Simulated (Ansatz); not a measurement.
# BSi₂ (quartet): wB97M-V, B2PLYP over vertical spin and charge gaps, def2-QZVPP

Aim: run BSi₂ (quartet) with these functionals over vertical spin and charge gaps, and hold them against the top wave-function level at the same points.

Computed with Ansatz 0.2.0, Gaussian basis. Level: def2-QZVPP, all electrons in the functionals, frozen cores in the correlation of double hybrids and RPA.

Plan: wB97M-V, B2PLYP, at charge 0, quartet; charge 0, doublet; charge 0, sextet; charge 1, triplet; charge 1, quintet.

## 1. What is computed

The geometry is a PBE0/def2-TZVP stationary point (not a proven minimum).

3 atoms, charge 0, spin multiplicity 4.

Atoms are counted from 1 here; the program's logs count them from 0.

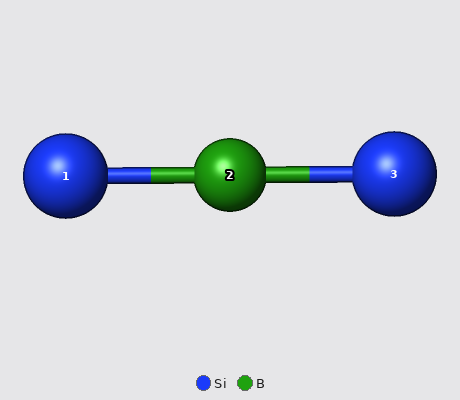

The structure; silicon blue, boron green; atoms are numbered from 1 in the order of the file.

No dispersion term is added; wB97M-V holds VV10 nonlocal correlation.

The geometry shown and the zero of energy belong to the point charge 0, quartet. The yardstick, UCCSD(T), and other wave-function levels (R restricted, U unrestricted, valence and pair active spaces) come from earlier runs.

## 2. wB97M-V, charge 0, quartet

Contents of in.yaml:

```yaml
crystal:
  periodic: [false, false, false]
  atoms:
    - {symbol: Si, position_ang: [0.000000, 0.000000, 1.954501]}
    - {symbol: B, position_ang: [0.000000, 0.000000, 0.000000]}
    - {symbol: Si, position_ang: [0.000000, 0.000000, -1.954501]}
basis:
  gaussian: {orbitals: "def2-QZVPP.json"}
magnetization: {spin_polarized: true, initial_magnetization: 3}
hamiltonian: {xc: {name: wB97M-V}}
output: {orbitals: {seedname: orbitals}}
```

Started as:

```
$ ansatz run in.yaml --threads 1 --pin off --events-out ev --progress --plain --max-ram 2393MiB
```

Output, cut to the lines that bear on the results:

```text
Functional definition: wB97M-V
  name "wB97M-V"
  cite "Mardirossian & Head-Gordon, J. Chem. Phys. 144, 214110 (2016) doi:10.1063/1.4952647"
  cite "Becke, J. Chem. Phys. 107, 8554 (1997) doi:10.1063/1.475007"
  cite "Vydrov & Van Voorhis, J. Chem. Phys. 133, 244103 (2010) doi:10.1063/1.3521275"
  # Of w^i u^j: cxij and so on, Table III.
[...]
  gx(w, u) = 1 - cx + cx01*u + cx10*w
  gss(w, u) = css00 + css04*u^4 + css10*w + css20*w^2 + css43*w^4*u^3
  gos(w, u) = cos00 + cos10*w + (cos20 + cos21*u)*w^2 + (cos60 + cos61*u)*w^6
[...]
      + integral(e_c_pw_mod_opposite_spin*gos(b97_w_opposite, b97_u_opposite)) + vv10(b, c)
899 factors; their error is unknown
194 factors; integrals over basis functions are off by at most 6.6e-5 eV
[...]
mean field -16425.07256923 eV, -603.6102836052 hartree, gradient 2.0e-5 eV, S^2 3.755767; 5 other end points of the search recorded, 0 dependent functions left out
reference -16425.07260775 eV, -603.6102850209 hartree; 18, 15 occupied and 179, 182 virtual orbitals, 899 factors
Total energy: -16425.07260775 eV, -603.6102850209 hartree
```

It took 90 s on 1 thread of Arm Neoverse V2, shared host; peak memory 0.77 GiB.

From the report: ⟨S²⟩ of the determinant 3.756 (pure quartet: 3.75).

## 3. wB97M-V, charge 0, doublet

Changes to in.yaml since step 2:

```diff
@@ -8,3 +8,3 @@
   gaussian: {orbitals: "def2-QZVPP.json"}
-magnetization: {spin_polarized: true, initial_magnetization: 3}
+magnetization: {spin_polarized: true, initial_magnetization: 1}
 hamiltonian: {xc: {name: wB97M-V}}
```

Same command.

Output, cut to the lines that bear on the results:

```text
Functional definition: wB97M-V
  name "wB97M-V"
  cite "Mardirossian & Head-Gordon, J. Chem. Phys. 144, 214110 (2016) doi:10.1063/1.4952647"
  cite "Becke, J. Chem. Phys. 107, 8554 (1997) doi:10.1063/1.475007"
  cite "Vydrov & Van Voorhis, J. Chem. Phys. 133, 244103 (2010) doi:10.1063/1.3521275"
  # Of w^i u^j: cxij and so on, Table III.
[...]
  gx(w, u) = 1 - cx + cx01*u + cx10*w
  gss(w, u) = css00 + css04*u^4 + css10*w + css20*w^2 + css43*w^4*u^3
  gos(w, u) = cos00 + cos10*w + (cos20 + cos21*u)*w^2 + (cos60 + cos61*u)*w^6
[...]
      + integral(e_c_pw_mod_opposite_spin*gos(b97_w_opposite, b97_u_opposite)) + vv10(b, c)
899 factors; their error is unknown
194 factors; integrals over basis functions are off by at most 6.6e-5 eV
[...]
mean field -16425.65699099 eV, -603.6317607088 hartree, gradient 2.0e-5 eV, S^2 1.038698; 10 other end points of the search recorded, 0 dependent functions left out
reference -16425.65703011 eV, -603.6317621465 hartree; 17, 16 occupied and 180, 181 virtual orbitals, 899 factors
Total energy: -16425.65703011 eV, -603.6317621465 hartree
```

It took 1.8 min on 1 thread of Arm Neoverse V2, shared host; peak memory 0.77 GiB.

From the report: ⟨S²⟩ of the determinant 1.039 (pure doublet: 0.75).

From charge 0, quartet: -13.5 kcal/mol.

## 4. wB97M-V, charge 0, sextet

Changes to in.yaml since step 3:

```diff
@@ -8,3 +8,3 @@
   gaussian: {orbitals: "def2-QZVPP.json"}
-magnetization: {spin_polarized: true, initial_magnetization: 1}
+magnetization: {spin_polarized: true, initial_magnetization: 5}
 hamiltonian: {xc: {name: wB97M-V}}
```

Same command.

Output, cut to the lines that bear on the results:

```text
Functional definition: wB97M-V
  name "wB97M-V"
  cite "Mardirossian & Head-Gordon, J. Chem. Phys. 144, 214110 (2016) doi:10.1063/1.4952647"
  cite "Becke, J. Chem. Phys. 107, 8554 (1997) doi:10.1063/1.475007"
  cite "Vydrov & Van Voorhis, J. Chem. Phys. 133, 244103 (2010) doi:10.1063/1.3521275"
  # Of w^i u^j: cxij and so on, Table III.
[...]
  gx(w, u) = 1 - cx + cx01*u + cx10*w
  gss(w, u) = css00 + css04*u^4 + css10*w + css20*w^2 + css43*w^4*u^3
  gos(w, u) = cos00 + cos10*w + (cos20 + cos21*u)*w^2 + (cos60 + cos61*u)*w^6
[...]
      + integral(e_c_pw_mod_opposite_spin*gos(b97_w_opposite, b97_u_opposite)) + vv10(b, c)
899 factors; their error is unknown
194 factors; integrals over basis functions are off by at most 6.6e-5 eV
[...]
mean field -16423.58683065 eV, -603.5556837195 hartree, gradient 1.0e-5 eV, S^2 8.752784; 1 other end points of the search recorded, 0 dependent functions left out
reference -16423.58686816 eV, -603.5556850977 hartree; 19, 14 occupied and 178, 183 virtual orbitals, 899 factors
Total energy: -16423.58686816 eV, -603.5556850977 hartree
```

It took 50 s on 1 thread of Arm Neoverse V2, shared host; peak memory 0.75 GiB.

From the report: ⟨S²⟩ of the determinant 8.753 (pure sextet: 8.75).

From charge 0, quartet: +34.3 kcal/mol.

## 5. wB97M-V, charge 1, triplet

Changes to in.yaml since step 4:

```diff
@@ -8,3 +8,4 @@
   gaussian: {orbitals: "def2-QZVPP.json"}
-magnetization: {spin_polarized: true, initial_magnetization: 5}
+total_charge: 1
+magnetization: {spin_polarized: true, initial_magnetization: 2}
 hamiltonian: {xc: {name: wB97M-V}}
```

Same command.

Output, cut to the lines that bear on the results:

```text
Functional definition: wB97M-V
  name "wB97M-V"
  cite "Mardirossian & Head-Gordon, J. Chem. Phys. 144, 214110 (2016) doi:10.1063/1.4952647"
  cite "Becke, J. Chem. Phys. 107, 8554 (1997) doi:10.1063/1.475007"
  cite "Vydrov & Van Voorhis, J. Chem. Phys. 133, 244103 (2010) doi:10.1063/1.3521275"
  # Of w^i u^j: cxij and so on, Table III.
[...]
  gx(w, u) = 1 - cx + cx01*u + cx10*w
  gss(w, u) = css00 + css04*u^4 + css10*w + css20*w^2 + css43*w^4*u^3
  gos(w, u) = cos00 + cos10*w + (cos20 + cos21*u)*w^2 + (cos60 + cos61*u)*w^6
[...]
      + integral(e_c_pw_mod_opposite_spin*gos(b97_w_opposite, b97_u_opposite)) + vv10(b, c)
899 factors; their error is unknown
194 factors; integrals over basis functions are off by at most 6.6e-5 eV
[...]
mean field -16418.33400451 eV, -603.3626459191 hartree, gradient 2.6e-5 eV, S^2 2.004310; 5 other end points of the search recorded, 0 dependent functions left out
reference -16418.33405111 eV, -603.3626476319 hartree; 17, 15 occupied and 180, 182 virtual orbitals, 899 factors
Total energy: -16418.33405111 eV, -603.3626476319 hartree
```

Run time: 85 s. Hardware: 1 thread of Arm Neoverse V2, shared host; peak memory 0.77 GiB.

From the report: ⟨S²⟩ of the determinant 2.004 (pure triplet: 2.00).

From charge 0, quartet: +155.4 kcal/mol.

## 6. wB97M-V, charge 1, quintet

Changes to in.yaml since step 5:

```diff
@@ -9,3 +9,3 @@
 total_charge: 1
-magnetization: {spin_polarized: true, initial_magnetization: 2}
+magnetization: {spin_polarized: true, initial_magnetization: 4}
 hamiltonian: {xc: {name: wB97M-V}}
```

Same command.

Output, cut to the lines that bear on the results:

```text
Functional definition: wB97M-V
  name "wB97M-V"
  cite "Mardirossian & Head-Gordon, J. Chem. Phys. 144, 214110 (2016) doi:10.1063/1.4952647"
  cite "Becke, J. Chem. Phys. 107, 8554 (1997) doi:10.1063/1.475007"
  cite "Vydrov & Van Voorhis, J. Chem. Phys. 133, 244103 (2010) doi:10.1063/1.3521275"
  # Of w^i u^j: cxij and so on, Table III.
[...]
  gx(w, u) = 1 - cx + cx01*u + cx10*w
  gss(w, u) = css00 + css04*u^4 + css10*w + css20*w^2 + css43*w^4*u^3
  gos(w, u) = cos00 + cos10*w + (cos20 + cos21*u)*w^2 + (cos60 + cos61*u)*w^6
[...]
      + integral(e_c_pw_mod_opposite_spin*gos(b97_w_opposite, b97_u_opposite)) + vv10(b, c)
899 factors; their error is unknown
194 factors; integrals over basis functions are off by at most 6.6e-5 eV
[...]
mean field -16416.64164417 eV, -603.3004528237 hartree, gradient 4.0e-6 eV, S^2 6.003381; 1 other end points of the search recorded, 0 dependent functions left out
reference -16416.64169014 eV, -603.3004545131 hartree; 18, 14 occupied and 179, 183 virtual orbitals, 899 factors
Total energy: -16416.64169014 eV, -603.3004545131 hartree
```

Run time: 48 s. Hardware: 1 thread of Arm Neoverse V2, shared host; peak memory 0.74 GiB.

From the report: ⟨S²⟩ of the determinant 6.003 (pure quintet: 6.00).

From charge 0, quartet: +194.4 kcal/mol.

## 7. B2PLYP, charge 0, quartet

Contents of in.yaml:

```yaml
crystal:
  periodic: [false, false, false]
  atoms:
    - {symbol: Si, position_ang: [0.000000, 0.000000, 1.954501]}
    - {symbol: B, position_ang: [0.000000, 0.000000, 0.000000]}
    - {symbol: Si, position_ang: [0.000000, 0.000000, -1.954501]}
basis:
  gaussian: {orbitals: "def2-QZVPP.json"}
magnetization: {spin_polarized: true, initial_magnetization: 3}
hamiltonian: {xc: {name: B2PLYP}}
correlation: {electrons: outside_noble_gas}
```

The command is unchanged.

Output, cut to the lines that bear on the results:

```text
Functional definition: B2PLYP
  name "B2PLYP"
  cite "Grimme, J. Chem. Phys. 124, 034108 (2006) doi:10.1063/1.2148954"
  cite "Becke, Phys. Rev. A 38, 3098 (1988) doi:10.1103/PhysRevA.38.3098"
  cite "Lee, Yang & Parr, Phys. Rev. B 37, 785 (1988) doi:10.1103/PhysRevB.37.785"
[...]
1176 factors; integrals over basis functions are off by at most 9.4e-4 eV
[...]
mean field -16416.94861018 eV, -603.3117336168 hartree, gradient 3.1e-6 eV, S^2 3.768644; 9 other end points of the search recorded, 0 dependent functions left out
11 core orbitals not correlated: weight in the atoms' cores, before any rotation towards them, 1.000 or more for the frozen orbitals, at most 0.000 for the correlated occupied ones
reference -16416.94873775 eV, -603.3117383047 hartree; 7, 4 occupied and 179, 182 virtual orbitals, 1176 factors
second order -8.25754139 eV of doubles, -0.00000000 eV of singles
Total energy: -16419.17827392 eV, -603.3936722479 hartree
```

Wall time 39 s (1 thread of Arm Neoverse V2, shared host); peak memory 0.5 GiB.

From the report: ⟨S²⟩ of the determinant 3.769 (pure quartet: 3.75).

## 8. B2PLYP, charge 0, doublet

Changes to in.yaml since step 7:

```diff
@@ -8,3 +8,3 @@
   gaussian: {orbitals: "def2-QZVPP.json"}
-magnetization: {spin_polarized: true, initial_magnetization: 3}
+magnetization: {spin_polarized: true, initial_magnetization: 1}
 hamiltonian: {xc: {name: B2PLYP}}
```

The command is unchanged.

Output, cut to the lines that bear on the results:

```text
Functional definition: B2PLYP
  name "B2PLYP"
  cite "Grimme, J. Chem. Phys. 124, 034108 (2006) doi:10.1063/1.2148954"
  cite "Becke, Phys. Rev. A 38, 3098 (1988) doi:10.1103/PhysRevA.38.3098"
  cite "Lee, Yang & Parr, Phys. Rev. B 37, 785 (1988) doi:10.1103/PhysRevB.37.785"
[...]
1176 factors; integrals over basis functions are off by at most 9.4e-4 eV
[...]
mean field -16417.37478699 eV, -603.3273953254 hartree, gradient 5.9e-6 eV, S^2 1.286924; 16 other end points of the search recorded, 0 dependent functions left out
11 core orbitals not correlated: weight in the atoms' cores, before any rotation towards them, 1.000 or more for the frozen orbitals, at most 0.000 for the correlated occupied ones
reference -16417.37491462 eV, -603.3274000158 hartree; 6, 5 occupied and 180, 181 virtual orbitals, 1176 factors
second order -9.17004782 eV of doubles, -0.00000000 eV of singles
Total energy: -16419.85082753 eV, -603.4183881370 hartree
```

Wall time 1.9 min (1 thread of Arm Neoverse V2, shared host); peak memory 0.66 GiB.

From the report: ⟨S²⟩ of the determinant 1.287 (pure doublet: 0.75). The determinant of B2PLYP (⟨S²⟩ 1.29) is far from a pure spin state, so its energy mixes those of several spin states; that is harmless only where they are near-degenerate.

From charge 0, quartet: -15.5 kcal/mol.

## 9. B2PLYP, charge 0, sextet

Changes to in.yaml since step 8:

```diff
@@ -8,3 +8,3 @@
   gaussian: {orbitals: "def2-QZVPP.json"}
-magnetization: {spin_polarized: true, initial_magnetization: 1}
+magnetization: {spin_polarized: true, initial_magnetization: 5}
 hamiltonian: {xc: {name: B2PLYP}}
```

Launched as before.

Output, cut to the lines that bear on the results:

```text
Functional definition: B2PLYP
  name "B2PLYP"
  cite "Grimme, J. Chem. Phys. 124, 034108 (2006) doi:10.1063/1.2148954"
  cite "Becke, Phys. Rev. A 38, 3098 (1988) doi:10.1103/PhysRevA.38.3098"
  cite "Lee, Yang & Parr, Phys. Rev. B 37, 785 (1988) doi:10.1103/PhysRevB.37.785"
[...]
1176 factors; integrals over basis functions are off by at most 9.4e-4 eV
[...]
mean field -16415.58825878 eV, -603.2617416247 hartree, gradient 5.5e-8 eV, S^2 8.753878; 8 other end points of the search recorded, 0 dependent functions left out
11 core orbitals not correlated: weight in the atoms' cores, before any rotation towards them, 1.000 or more for the frozen orbitals, at most 0.000 for the correlated occupied ones
reference -16415.58838686 eV, -603.2617463316 hartree; 8, 3 occupied and 178, 183 virtual orbitals, 1176 factors
second order -8.93078807 eV of doubles, -0.00000000 eV of singles
Total energy: -16417.99969964 eV, -603.3503604418 hartree
```

Wall time 56 s (1 thread of Arm Neoverse V2, shared host); peak memory 0.57 GiB.

From the report: ⟨S²⟩ of the determinant 8.754 (pure sextet: 8.75).

From charge 0, quartet: +27.2 kcal/mol.

## 10. B2PLYP, charge 1, triplet

Changes to in.yaml since step 9:

```diff
@@ -8,3 +8,4 @@
   gaussian: {orbitals: "def2-QZVPP.json"}
-magnetization: {spin_polarized: true, initial_magnetization: 5}
+total_charge: 1
+magnetization: {spin_polarized: true, initial_magnetization: 2}
 hamiltonian: {xc: {name: B2PLYP}}
```

The command is unchanged.

Output, cut to the lines that bear on the results:

```text
Functional definition: B2PLYP
  name "B2PLYP"
  cite "Grimme, J. Chem. Phys. 124, 034108 (2006) doi:10.1063/1.2148954"
  cite "Becke, Phys. Rev. A 38, 3098 (1988) doi:10.1103/PhysRevA.38.3098"
  cite "Lee, Yang & Parr, Phys. Rev. B 37, 785 (1988) doi:10.1103/PhysRevB.37.785"
[...]
1176 factors; integrals over basis functions are off by at most 9.4e-4 eV
[...]
mean field -16410.19062731 eV, -603.0633823269 hartree, gradient 8.0e-7 eV, S^2 2.008198; 10 other end points of the search recorded, 0 dependent functions left out
11 core orbitals not correlated: weight in the atoms' cores, before any rotation towards them, 1.000 or more for the frozen orbitals, at most 0.000 for the correlated occupied ones
reference -16410.19076405 eV, -603.0633873519 hartree; 6, 4 occupied and 180, 182 virtual orbitals, 1176 factors
second order -7.89417563 eV of doubles, -0.00000000 eV of singles
Total energy: -16412.32219147 eV, -603.1417158649 hartree
```

Run time: 57 s. Hardware: 1 thread of Arm Neoverse V2, shared host; peak memory 0.62 GiB.

From the report: ⟨S²⟩ of the determinant 2.008 (pure triplet: 2.00).

From charge 0, quartet: +158.1 kcal/mol.

## 11. B2PLYP, charge 1, quintet

Changes to in.yaml since step 10:

```diff
@@ -9,3 +9,3 @@
 total_charge: 1
-magnetization: {spin_polarized: true, initial_magnetization: 2}
+magnetization: {spin_polarized: true, initial_magnetization: 4}
 hamiltonian: {xc: {name: B2PLYP}}
```

Same command.

Output, cut to the lines that bear on the results:

```text
Functional definition: B2PLYP
  name "B2PLYP"
  cite "Grimme, J. Chem. Phys. 124, 034108 (2006) doi:10.1063/1.2148954"
  cite "Becke, Phys. Rev. A 38, 3098 (1988) doi:10.1103/PhysRevA.38.3098"
  cite "Lee, Yang & Parr, Phys. Rev. B 37, 785 (1988) doi:10.1103/PhysRevB.37.785"
[...]
1176 factors; integrals over basis functions are off by at most 9.4e-4 eV
[...]
mean field -16408.73824812 eV, -603.0100083761 hartree, gradient 4.0e-6 eV, S^2 6.006966; 4 other end points of the search recorded, 0 dependent functions left out
11 core orbitals not correlated: weight in the atoms' cores, before any rotation towards them, 1.000 or more for the frozen orbitals, at most 0.000 for the correlated occupied ones
reference -16408.73838727 eV, -603.0100134900 hartree; 7, 3 occupied and 179, 183 virtual orbitals, 1176 factors
second order -8.07992044 eV of doubles, -0.00000000 eV of singles
Total energy: -16410.91996579 eV, -603.0901850218 hartree
```

Run time: 22 s. Hardware: 1 thread of Arm Neoverse V2, shared host; peak memory 0.49 GiB.

From the report: ⟨S²⟩ of the determinant 6.007 (pure quintet: 6.00).

From charge 0, quartet: +190.4 kcal/mol.

## 12. Against the wave-function levels

No level is safe as a reference over these points; UCCSD(T) serves as a yardstick only. It comes from earlier runs at the same points. Energies in kcal/mol, counted from charge 0, quartet; blanks weren't run or aren't comparable.

```csv
level,quartet to doublet,quartet to sextet,ionisation to the triplet cation,ionisation to the quintet cation
UCCSD(T),,24.8,160.9,191.5
wB97M-V,-13.5,34.3,155.4,194.4
B2PLYP,-15.5,27.2,158.1,190.4
```

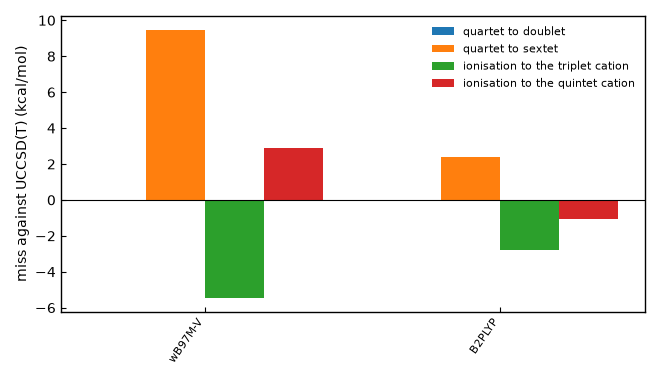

Misses of the gaps against UCCSD(T).

Largest miss and mean time a point (UCCSD(T) took 3.1 min a point; shared hosts):

```csv
level,largest miss (kcal/mol),where,time a point
wB97M-V,+9.5,quartet to sextet,76 s
B2PLYP,-2.8,ionisation to the triplet cation,57 s
```

## 13. Results

```
                                  quantity                                             value
               quartet to sextet, UCCSD(T)                                     24.8 kcal/mol
ionisation to the triplet cation, UCCSD(T)                                    160.9 kcal/mol
ionisation to the quintet cation, UCCSD(T)                                    191.5 kcal/mol
                     largest miss, wB97M-V                 +9.5 kcal/mol (quartet to sextet)
                      largest miss, B2PLYP  -2.8 kcal/mol (ionisation to the triplet cation)
```

What this shows: Misses are known at 3 of 4 points at best, and only functionals with that many are ranked. Of the functionals, B2PLYP keep the smallest largest miss at the points compared (at most 2.8 kcal/mol) and wB97M-V strays most (9.5 kcal/mol, at quartet to sextet). B2PLYP clearly breaks the spin symmetry at some points (⟨S²⟩ up to 0.54 above the pure value), so energy there is bought with a mixed spin. Functionals and the yardstick converge differently with the basis, so part of each miss in def2-QZVPP is the basis. The yardstick itself may be off where one determinant is a poor start. The program flags that the yardstick's amplitudes may have other solutions at some points.
